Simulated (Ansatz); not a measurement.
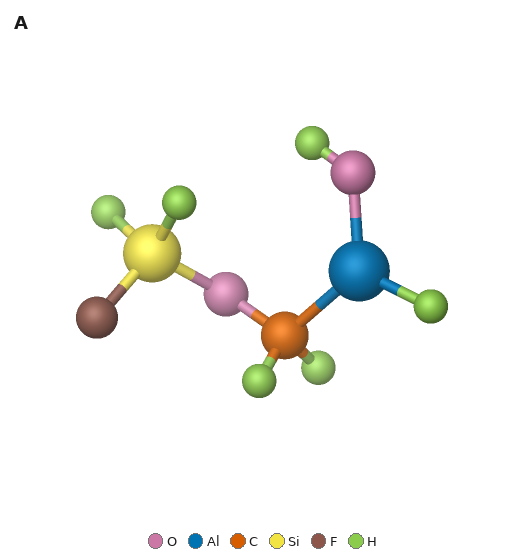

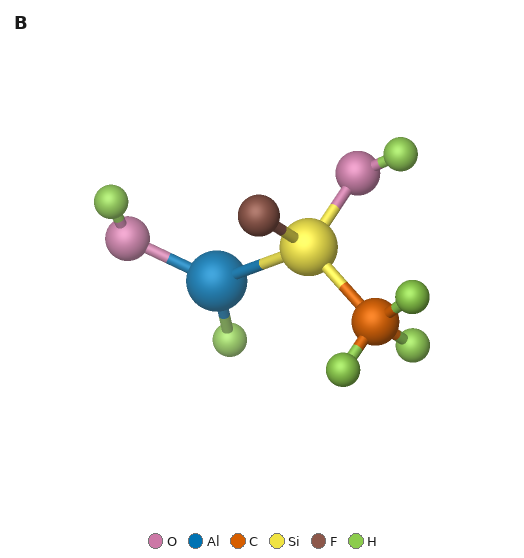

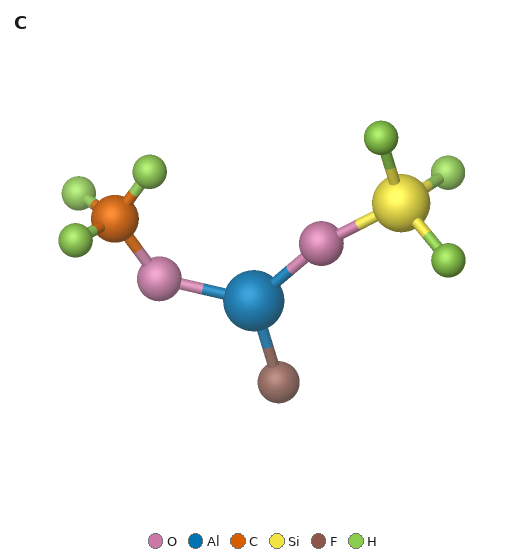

3 stationary structures of one formula. Geometries: PBE-D4/def2-SVP. Electronic energies: PBE-D4/def2-SVP (Ansatz 0.2.0), without zero-point energy. No frequency run is at hand to confirm each as a minimum. Each is one conformer, not always the lowest.

How are they related?

Answer. They are constitutional isomers of CH6AlFO2Si: A `[OH][AlH][CH2]O[SiH2]F`, B `C[Si@](O)(F)[AlH][OH]`, C `C[O][Al]([F])[O][SiH3]`.

Which structure is the most stable?

Answer. C is lowest; B lies 21.0 kcal/mol above it, A lies 46.9 kcal/mol above it.
